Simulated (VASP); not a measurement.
# YGe with PBEsol: from relaxation to properties, part 5 of 6

Wanted: the relaxed cell of YGe and its properties. The start is a computed cell from the Materials Project.

VASP 6.6.1; PBEsol; plane waves and PAW (Y_sv, Ge_d).

So far. Step 5 (Bands along the symmetry lines (PBEsol)): There is no gap at this level. Step 6 (Density of states (PBEsol)): The finer mesh and the other smearing move the Fermi level by +0.02 eV from the 6×6×6 run, a small shift, which tests the Fermi level alone. Of the states within 0.3 eV of the Fermi level, the largest shares in the PAW spheres are Y d 42 %, Ge p 11 % and Y p 5 %. The rest lies in smaller channels or between the spheres.

## 7. Vibrations at Γ (PBEsol) (continued)

Parts of OUTCAR (step 7):

```text
   k-points           NKPTS =    186   k-points in BZ     NKDIM =    186   number of bands    NBANDS=     31

   NELECT =      50.0000    total number of electrons

  Total        0.1903909      0.1001314     -0.4295424      0.0000000     -0.0000000      0.0000000
  in kB        3.4674834      1.8236385     -7.8230185      0.0000000     -0.0000000      0.0000000
  external PRESSURE =      -0.8439655 kB  Pullay stress =       0.0000000 kB

 POSITION                                       TOTAL-FORCE (eV/Angst)
 -----------------------------------------------------------------------------------
      2.11077      3.83552      0.98333         0.000000     -0.051463     -0.000000
      2.11077     -3.83552      2.94998         0.000000      0.051463     -0.000000
      2.11077      0.89673      0.98333         0.000000      0.004466      0.000000
      2.11077     -0.89673      2.94998         0.000000     -0.004466     -0.000000
 -----------------------------------------------------------------------------------
    total drift:                                0.000000      0.000000     -0.000000

 Eigenvectors and eigenvalues of the dynamical matrix
 ----------------------------------------------------

   1 f  =    6.466956 THz    40.633085 2PiTHz  215.714446 cm-1    26.745171 meV
             X         Y         Z           dx          dy          dz
      2.110771  3.835520  0.983326    -0.543222   -0.000000    0.000000
      2.110771 -3.835520  2.949979     0.543222    0.000000   -0.000000
      2.110771  0.896731  0.983326    -0.452670    0.000000    0.000000
      2.110771 -0.896731  2.949979     0.452670   -0.000000   -0.000000

   2 f  =    6.460837 THz    40.594639 2PiTHz  215.510339 cm-1    26.719865 meV
             X         Y         Z           dx          dy          dz
      2.110771  3.835520  0.983326    -0.483507    0.000000    0.000000
      2.110771 -3.835520  2.949979    -0.483507   -0.000000   -0.000000
      2.110771  0.896731  0.983326     0.515966   -0.000000    0.000000
      2.110771 -0.896731  2.949979     0.515966    0.000000   -0.000000

   3 f  =    6.421925 THz    40.350144 2PiTHz  214.212356 cm-1    26.558935 meV
             X         Y         Z           dx          dy          dz
      2.110771  3.835520  0.983326    -0.000000   -0.412325    0.000000
      2.110771 -3.835520  2.949979    -0.000000    0.412325    0.000000
      2.110771  0.896731  0.983326     0.000000    0.574446   -0.000000
      2.110771 -0.896731  2.949979     0.000000   -0.574446   -0.000000

   4 f  =    6.156864 THz    38.684720 2PiTHz  205.370891 cm-1    25.462734 meV
             X         Y         Z           dx          dy          dz
      2.110771  3.835520  0.983326     0.000000    0.000000    0.410405
      2.110771 -3.835520  2.949979    -0.000000    0.000000   -0.410405
      2.110771  0.896731  0.983326    -0.000000   -0.000000    0.575819
      2.110771 -0.896731  2.949979    -0.000000   -0.000000   -0.575819

   5 f  =    5.490511 THz    34.497901 2PiTHz  183.143748 cm-1    22.706921 meV
             X         Y         Z           dx          dy          dz
      2.110771  3.835520  0.983326    -0.000000    0.000000    0.474324
      2.110771 -3.835520  2.949979     0.000000   -0.000000    0.474324
      2.110771  0.896731  0.983326     0.000000   -0.000000   -0.524420
      2.110771 -0.896731  2.949979     0.000000   -0.000000   -0.524420

   6 f  =    5.054905 THz    31.760903 2PiTHz  168.613470 cm-1    20.905397 meV
             X         Y         Z           dx          dy          dz
      2.110771  3.835520  0.983326     0.000000   -0.473552    0.000000
      2.110771 -3.835520  2.949979    -0.000000   -0.473552    0.000000
      2.110771  0.896731  0.983326    -0.000000    0.525117    0.000000
      2.110771 -0.896731  2.949979     0.000000    0.525117   -0.000000

   7 f  =    4.457636 THz    28.008155 2PiTHz  148.690743 cm-1    18.435294 meV
             X         Y         Z           dx          dy          dz
      2.110771  3.835520  0.983326    -0.000000   -0.574446   -0.000000
      2.110771 -3.835520  2.949979     0.000000    0.574446    0.000000
      2.110771  0.896731  0.983326     0.000000   -0.412325    0.000000
      2.110771 -0.896731  2.949979    -0.000000    0.412325   -0.000000

   8 f  =    4.032575 THz    25.337419 2PiTHz  134.512236 cm-1    16.677384 meV
             X         Y         Z           dx          dy          dz
      2.110771  3.835520  0.983326    -0.000000    0.000000   -0.575819
      2.110771 -3.835520  2.949979     0.000000   -0.000000    0.575819
      2.110771  0.896731  0.983326     0.000000    0.000000    0.410405
      2.110771 -0.896731  2.949979    -0.000000   -0.000000   -0.410405

   9 f  =    3.387483 THz    21.284185 2PiTHz  112.994281 cm-1    14.009499 meV
             X         Y         Z           dx          dy          dz
      2.110771  3.835520  0.983326     0.452670   -0.000000   -0.000000
      2.110771 -3.835520  2.949979    -0.452670    0.000000    0.000000
      2.110771  0.896731  0.983326    -0.543222   -0.000000   -0.000000
      2.110771 -0.896731  2.949979     0.543222    0.000000   -0.000000

  10 f/i=    0.002282 THz     0.014335 2PiTHz    0.076104 cm-1     0.009436 meV
             X         Y         Z           dx          dy          dz
      2.110771  3.835520  0.983326     0.000000    0.000000   -0.524420
      2.110771 -3.835520  2.949979     0.000000    0.000000   -0.524420
      2.110771  0.896731  0.983326     0.000000    0.000000   -0.474324
      2.110771 -0.896731  2.949979     0.000000    0.000000   -0.474324

  11 f/i=    0.005334 THz     0.033513 2PiTHz    0.177917 cm-1     0.022059 meV
             X         Y         Z           dx          dy          dz
      2.110771  3.835520  0.983326    -0.000000    0.525117    0.000000
      2.110771 -3.835520  2.949979    -0.000000    0.525117    0.000000
      2.110771  0.896731  0.983326    -0.000000    0.473552    0.000000
      2.110771 -0.896731  2.949979    -0.000000    0.473552    0.000000

  12 f/i=    0.116752 THz     0.733574 2PiTHz    3.894424 cm-1     0.482847 meV
             X         Y         Z           dx          dy          dz
      2.110771  3.835520  0.983326     0.515966    0.000000    0.000000
      2.110771 -3.835520  2.949979     0.515966    0.000000    0.000000
      2.110771  0.896731  0.983326     0.483507    0.000000    0.000000
      2.110771 -0.896731  2.949979     0.483507    0.000000    0.000000

 ELASTIC MODULI CONTR FROM IONIC RELAXATION (kBar)
 Direction    XX          YY          ZZ          XY          YZ          ZX
 --------------------------------------------------------------------------------
 XX         -20.9630      9.4378    -27.8008      0.0000      0.0000      0.0000
 YY           9.4378     -6.2119     15.7106     -0.0000     -0.0000      0.0000
 ZZ         -27.8008     15.7106    -42.0672      0.0000      0.0000      0.0000
 XY           0.0000     -0.0000      0.0000    -48.6479      0.0000      0.0000
 YZ           0.0000     -0.0000      0.0000      0.0000   -108.4611      0.0000
 ZX           0.0000      0.0000      0.0000      0.0000      0.0000      0.0000
 --------------------------------------------------------------------------------

[... 7 parts as in an earlier step ...]

[... 3 further parts left out ...]
```

Energies printed during the response cycles are not total energies of the cell.

This step gave:

* bands: 31
* irreducible k-points: 186
* pressure of the cell: -0.08440 GPa
* largest force of the cell: 0.05146 eV/Å
* Fermi energy: 5.216 eV

Modes at Γ, with each element's share of the kinetic energy:

| mode | frequency (cm⁻¹) | symmetry | Y % | Ge % |
| --- | --- | --- | --- | --- |
| 1 | -3.9 | acoustic | 53 | 47 |
| 2 | -0.2 | acoustic | 55 | 45 |
| 3 | -0.1 | acoustic | 55 | 45 |
| 4 | 113.0 | Bg | 41 | 59 |
| 5 | 134.5 | Bg | 66 | 34 |
| 6 | 148.7 | Ag | 66 | 34 |
| 7 | 168.6 | Bu | 45 | 55 |
| 8 | 183.1 | Bu | 45 | 55 |
| 9 | 205.4 | Bg | 34 | 66 |
| 10 | 214.2 | Ag | 34 | 66 |
| 11 | 215.5 | Bu | 47 | 53 |
| 12 | 215.7 | Bg | 59 | 41 |

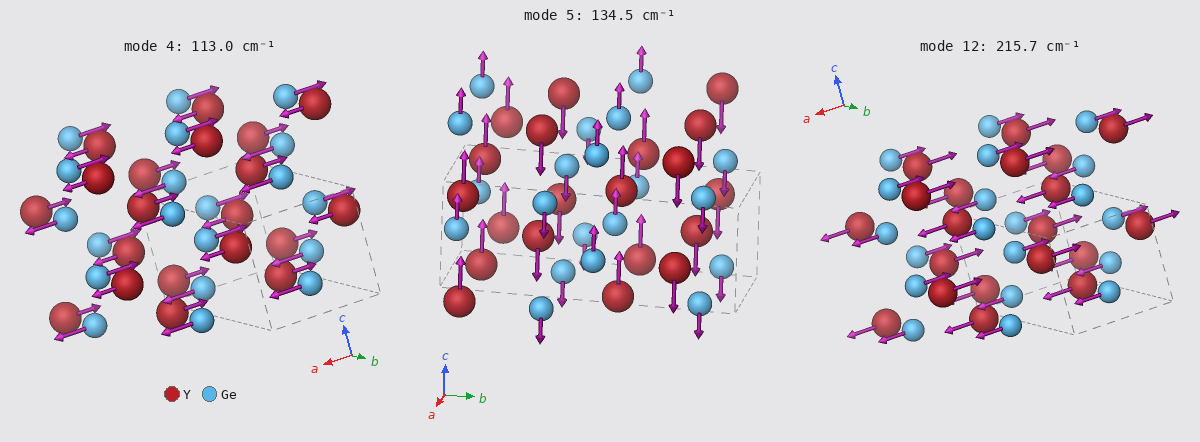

Displacement patterns of modes 4, 5 and 12 at Γ; arrows are exaggerated. 2×1×2 conventional cells are drawn. Some periodic images of atoms are drawn too.

The three acoustic modes lie within 3.9 cm⁻¹ of zero, and all others are real. By the characters of their eigenvectors the optical modes sort into (cm⁻¹) Raman active: Bg 113, Bg 135, Ag 149, Bg 205, Ag 214, Bg 216; infrared active: Bu 169, Bu 183, Bu 216. B labels carry no number here, since it depends on the setting of the axes. With a centre of inversion no mode is active in both.

## 8. Volume scan with PBEsol, volume scale 0.94

An equation of state needs energies on both sides of the minimum, all on one mesh and cutoff.

File INCAR:

```
SYSTEM = YGe
PREC = Accurate
ENCUT = 410
EDIFF = 1E-06
NELM = 100
ISMEAR = 0
SIGMA = 0.05
LREAL = .FALSE.
ALGO = Normal
GGA = PS
NBANDS = 31
LASPH = .TRUE.
LORBIT = 11
LWAVE = .FALSE.
LCHARG = .FALSE.
KPAR = 4
ISIF = 2
```

File POSCAR:

```
YGe
1.0
    2.0676818073     -5.1898661991      0.0000000000
    2.0676818073      5.1898661991      0.0000000000
    0.0000000000      0.0000000000      3.8530112131
Y Ge
2 2
Direct
    0.1380232545      0.8619767455      0.2500000000
    0.8619767455      0.1380232545      0.7500000000
    0.4153710894      0.5846289106      0.2500000000
    0.5846289106      0.4153710894      0.7500000000
```

File KPOINTS:

```
Automatic mesh
0
Gamma
6 6 6
0 0 0
```

Potentials, in the order of the species: Y_sv and Ge_d (PBE family, release 64).

Launch:

```sh
> mpirun -np 4 vasp_std
```

Output:

```text
[... set-up lines as in an earlier step ...]
 entering main loop
       N       E                     dE             d eps       ncg     rms          rms(c)
DAV:   1     0.404011217041E+03    0.40401E+03   -0.21792E+04  3814   0.307E+03
DAV:   2     0.374857603918E+02   -0.36653E+03   -0.35538E+03  3274   0.715E+02
DAV:   3    -0.227418806623E+02   -0.60228E+02   -0.59341E+02  3869   0.177E+02
DAV:   4    -0.283406854981E+02   -0.55988E+01   -0.55770E+01  5416   0.470E+01
DAV:   5    -0.284782464289E+02   -0.13756E+00   -0.13750E+00  4370   0.758E+00    0.459E+01
DAV:   6    -0.274275881871E+02    0.10507E+01   -0.21003E+00  5103   0.745E+00    0.301E+01
DAV:   7    -0.273256271396E+02    0.10196E+00   -0.20983E+00  5112   0.876E+00    0.452E+00
DAV:   8    -0.272772387885E+02    0.48388E-01   -0.56015E-01  4352   0.548E+00    0.137E+00
DAV:   9    -0.272760708310E+02    0.11680E-02   -0.34027E-02  4765   0.186E+00    0.317E-01
DAV:  10    -0.272759007883E+02    0.17004E-03   -0.23030E-03  4310   0.344E-01    0.898E-02
DAV:  11    -0.272758923231E+02    0.84652E-05   -0.14356E-04  5191   0.106E-01    0.295E-02
DAV:  12    -0.272758896343E+02    0.26887E-05   -0.12943E-05  3864   0.259E-02    0.124E-02
DAV:  13    -0.272758894561E+02    0.17822E-06   -0.27988E-06  3468   0.130E-02
   1 F= -.27275889E+02 E0= -.27273928E+02  d E =-.392375E-02
```

The job ended after 27 s (4 MPI ranks of AMD EPYC 9R14 (Zen 4), shared host; peak memory 0.97 GiB; 1.7 min of CPU time).

OUTCAR, selected parts (step 8):

```text
   ENCUT  =  410.0 eV  30.13 Ry    5.49 a.u.   9.22  9.22  6.36*2*pi/ulx,y,z

   NELECT =      50.0000    total number of electrons

 E-fermi :   5.6076

 k-point     1 :       0.0000    0.0000    0.0000
  band No.  band energies     occupation
    ...
     20      -1.4692      2.00000
     21       2.8265      2.00000
     22       3.7157      2.00000
     23       4.3940      2.00000
     24       4.5293      2.00000
     25       6.0442      0.00000
     26       6.3674      0.00000
     27       7.1411      0.00000
     28       8.4094      0.00000
     29       8.6531      0.00000
    ...

  Total        3.3956923      3.0715743      3.1838105      0.0000000      0.0000000      0.0000000
  in kB       65.7913461     59.5115779     61.6861487      0.0000000      0.0000000      0.0000000
  external PRESSURE =      62.3296909 kB  Pullay stress =       0.0000000 kB

 POSITION                                       TOTAL-FORCE (eV/Angst)
 -----------------------------------------------------------------------------------
      2.06768      3.75722      0.96325         0.000000     -0.069530     -0.000000
      2.06768     -3.75722      2.88976         0.000000      0.069530      0.000000
      2.06768      0.87843      0.96325         0.000000     -0.030435     -0.000000
      2.06768     -0.87843      2.88976         0.000000      0.030435      0.000000
 -----------------------------------------------------------------------------------
    total drift:                                0.000000      0.000000     -0.000000

  FREE ENERGIE OF THE ION-ELECTRON SYSTEM (eV)
  ---------------------------------------------------
  free  energy   TOTEN  =       -27.2758894561 eV

  energy  without entropy=      -27.2719657081  energy(sigma->0) =      -27.27392758

[... 4 parts as in an earlier step ...]

[... 12 further parts left out ...]
```

The scan keeps the cell's shape and the fractional positions fixed.

Numbers from this step:

```yaml
scf_cycles: 13
irreducible_k_points: 52
free_energy_toten: -27.28 eV
energy_at_zero_smearing: -27.27 eV
fermi_energy: 5.608 eV
pressure: 6.233 GPa
```

Force by atom:

| atom | x (eV/Å) | y (eV/Å) | z (eV/Å) | size |
| --- | --- | --- | --- | --- |
| Y1 | 0.0000 | -0.0695 | 0.0000 | 0.0695 |
| Y2 | 0.0000 | 0.0695 | 0.0000 | 0.0695 |
| Ge3 | 0.0000 | -0.0304 | 0.0000 | 0.0304 |
| Ge4 | 0.0000 | 0.0304 | 0.0000 | 0.0304 |

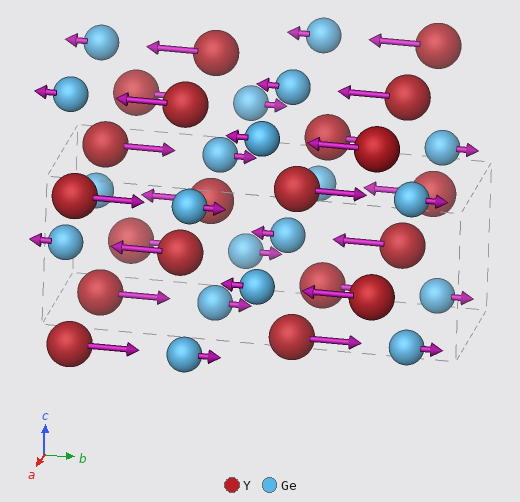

Force as arrows, the longest 0.0695 eV/Å. 2×1×2 conventional cells are drawn. Some periodic images of atoms are drawn too.

The pressure here is 6.23 GPa.

## 9. Volume scan with PBEsol, volume scale 0.96

INCAR is that of step 8.

File POSCAR:

```
YGe
1.0
    2.0822434265     -5.2264157568      0.0000000000
    2.0822434265      5.2264157568      0.0000000000
    0.0000000000      0.0000000000      3.8801459889
Y Ge
2 2
Direct
    0.1380232545      0.8619767455      0.2500000000
    0.8619767455      0.1380232545      0.7500000000
    0.4153710894      0.5846289106      0.2500000000
    0.5846289106      0.4153710894      0.7500000000
```

KPOINTS is that of step 8.

Launch:

```sh
> mpirun -np 4 vasp_std
```

Output:

```text
[... set-up lines as in an earlier step ...]
 entering main loop
       N       E                     dE             d eps       ncg     rms          rms(c)
DAV:   1     0.400036769628E+03    0.40004E+03   -0.22035E+04  3860   0.302E+03
DAV:   2     0.379077032896E+02   -0.36213E+03   -0.35054E+03  3231   0.713E+02
DAV:   3    -0.228002766444E+02   -0.60708E+02   -0.59775E+02  3900   0.178E+02
DAV:   4    -0.284251457552E+02   -0.56249E+01   -0.55944E+01  5423   0.467E+01
DAV:   5    -0.285630452082E+02   -0.13790E+00   -0.13788E+00  4344   0.747E+00    0.443E+01
DAV:   6    -0.274874224239E+02    0.10756E+01   -0.22171E+00  5106   0.741E+00    0.291E+01
DAV:   7    -0.273839975923E+02    0.10342E+00   -0.21120E+00  5089   0.874E+00    0.455E+00
DAV:   8    -0.273354902830E+02    0.48507E-01   -0.55202E-01  4350   0.533E+00    0.135E+00
DAV:   9    -0.273342957485E+02    0.11945E-02   -0.32534E-02  4757   0.180E+00    0.311E-01
DAV:  10    -0.273341193074E+02    0.17644E-03   -0.22076E-03  4212   0.336E-01    0.827E-02
DAV:  11    -0.273341106427E+02    0.86647E-05   -0.13786E-04  5198   0.105E-01    0.296E-02
DAV:  12    -0.273341077938E+02    0.28489E-05   -0.14062E-05  3858   0.263E-02    0.134E-02
DAV:  13    -0.273341077077E+02    0.86098E-07   -0.24363E-06  3304   0.127E-02
   1 F= -.27334108E+02 E0= -.27332074E+02  d E =-.406705E-02
```

Run time: 28 s. Hardware: 4 MPI ranks; peak memory 0.96 GiB; 1.7 min of CPU time.

OUTCAR, selected parts (step 9):

```text
   ENCUT  =  410.0 eV  30.13 Ry    5.49 a.u.   9.29  9.29  6.41*2*pi/ulx,y,z

   NELECT =      50.0000    total number of electrons

 E-fermi :   5.4640

 k-point     1 :       0.0000    0.0000    0.0000
  band No.  band energies     occupation
    ...
     20      -1.5908      2.00000
     21       2.6819      2.00000
     22       3.5809      2.00000
     23       4.2430      2.00000
     24       4.4191      2.00000
     25       5.8839      0.00000
     26       6.1901      0.00000
     27       6.9708      0.00000
     28       8.2102      0.00000
     29       8.4513      0.00000
    ...

  Total        2.1984317      1.9729770      2.0530364      0.0000000     -0.0000000      0.0000000
  in kB       41.7071058     37.4299355     38.9487674      0.0000000     -0.0000000      0.0000000
  external PRESSURE =      39.3619362 kB  Pullay stress =       0.0000000 kB

 POSITION                                       TOTAL-FORCE (eV/Angst)
 -----------------------------------------------------------------------------------
      2.08224      3.78368      0.97004         0.000000     -0.042872      0.000000
      2.08224     -3.78368      2.91011         0.000000      0.042872      0.000000
      2.08224      0.88461      0.97004         0.000000     -0.017217      0.000000
      2.08224     -0.88461      2.91011         0.000000      0.017217     -0.000000
 -----------------------------------------------------------------------------------
    total drift:                                0.000000      0.000000     -0.000000

  FREE ENERGIE OF THE ION-ELECTRON SYSTEM (eV)
  ---------------------------------------------------
  free  energy   TOTEN  =       -27.3341077077 eV

  energy  without entropy=      -27.3300406584  energy(sigma->0) =      -27.33207418

[... 5 parts as in an earlier step ...]

[... 11 further parts left out ...]
```

Numbers from this step:

```yaml
free_energy_toten: -27.33 eV
energy_at_zero_smearing: -27.33 eV
fermi_energy: 5.464 eV
pressure: 3.936 GPa
```

The pressure falls from 6.23 to 3.94 GPa.

The run ends at a pressure of 3.94 GPa, with forces up to 0.043 eV/Å.

## 10. Volume scan with PBEsol, volume scale 0.98

INCAR is that of step 9.

File POSCAR:

```
YGe
1.0
    2.0966041798     -5.2624611425      0.0000000000
    2.0966041798      5.2624611425      0.0000000000
    0.0000000000      0.0000000000      3.9069064621
Y Ge
2 2
Direct
    0.1380232545      0.8619767455      0.2500000000
    0.8619767455      0.1380232545      0.7500000000
    0.4153710894      0.5846289106      0.2500000000
    0.5846289106      0.4153710894      0.7500000000
```

KPOINTS is that of step 9.

Launch:

```sh
> mpirun -np 4 vasp_std
```

Output:

```text
[... set-up lines as in an earlier step ...]
 entering main loop
       N       E                     dE             d eps       ncg     rms          rms(c)
DAV:   1     0.396949342564E+03    0.39695E+03   -0.21955E+04  3837   0.303E+03
DAV:   2     0.365077627965E+02   -0.36044E+03   -0.34922E+03  3267   0.701E+02
DAV:   3    -0.229796737235E+02   -0.59487E+02   -0.58493E+02  3888   0.176E+02
DAV:   4    -0.284808961960E+02   -0.55012E+01   -0.54738E+01  5462   0.461E+01
[...]
DAV:  11    -0.273682108112E+02    0.11664E-04   -0.12952E-04  5168   0.113E-01    0.265E-02
DAV:  12    -0.273682083280E+02    0.24832E-05   -0.14678E-05  3959   0.262E-02    0.126E-02
DAV:  13    -0.273682083090E+02    0.18978E-07   -0.26186E-06  3311   0.131E-02
   1 F= -.27368208E+02 E0= -.27366145E+02  d E =-.412651E-02
```

The job ended after 28 s (4 MPI ranks; peak memory 0.98 GiB; 1.7 min of CPU time).

OUTCAR, selected parts (step 10):

```text
  Total        1.0749592      0.9471893      0.9976311      0.0000000      0.0000000      0.0000000
  in kB       19.9771807     17.6026882     18.5401059      0.0000000      0.0000000      0.0000000
  external PRESSURE =      18.7066583 kB  Pullay stress =       0.0000000 kB

 POSITION                                       TOTAL-FORCE (eV/Angst)
 -----------------------------------------------------------------------------------
      2.09660      3.80978      0.97673         0.000000     -0.018283     -0.000000
      2.09660     -3.80978      2.93018         0.000000      0.018283     -0.000000
      2.09660      0.89071      0.97673         0.000000     -0.004151      0.000000
      2.09660     -0.89071      2.93018         0.000000      0.004151     -0.000000
 -----------------------------------------------------------------------------------
    total drift:                                0.000000      0.000000     -0.000000

  FREE ENERGIE OF THE ION-ELECTRON SYSTEM (eV)
  ---------------------------------------------------
  free  energy   TOTEN  =       -27.3682083090 eV

  energy  without entropy=      -27.3640818012  energy(sigma->0) =      -27.36614506

[... 1 part as in an earlier step ...]

[... 2 further parts left out ...]
[key lines of the parts left out:]
E-fermi :   5.3247
```

The pressure falls from 3.94 to 1.87 GPa.

The run ends at a pressure of 1.87 GPa, with forces up to 0.018 eV/Å.

## 11. Volume scan with PBEsol, volume scale 1

INCAR is that of step 10.

File POSCAR:

```
YGe
1.0
    2.1107708540     -5.2980193910      0.0000000000
    2.1107708540      5.2980193910      0.0000000000
    0.0000000000      0.0000000000      3.9333052795
Y Ge
2 2
Direct
    0.1380232545      0.8619767455      0.2500000000
    0.8619767455      0.1380232545      0.7500000000
    0.4153710894      0.5846289106      0.2500000000
    0.5846289106      0.4153710894      0.7500000000
```

KPOINTS is that of step 10.

Launch:

```sh
> mpirun -np 4 vasp_std
```

Output:

```text
[... set-up lines as in an earlier step ...]
 entering main loop
       N       E                     dE             d eps       ncg     rms          rms(c)
[... 13 cycles as in an earlier step ...]
   1 F= -.27380800E+02 E0= -.27378745E+02  d E =-.410897E-02
```

Elapsed: 27 s, on 4 MPI ranks; peak memory 0.96 GiB; 1.7 min of CPU time.

OUTCAR, selected parts (step 11):

```text
[... 6 parts as in an earlier step ...]

[... 1 further part left out ...]
[key lines of the parts left out:]
E-fermi :   5.1896
```

The pressure falls from 1.87 to 0.00 GPa.

The run ends at a pressure of 0.00 GPa, with forces up to 0.0081 eV/Å.

(Continued in part 6 of 6.)

[Lines on the potential files, build, host, timing and source positions are cut from VASP's logs without a mark.]

[Logs are printed without paths, hosts, clocks, repeated set-up lines and the standing remarks that a program may print on its own settings, such as how far it seeks lower states.]

[Hosts, paths, dates, database ids (printed as entryN), source tags and the programs' standing remarks are cut or masked in the printed files.]

[A measured line is paired with the nearest computed mode of its activity, which favours agreement.]
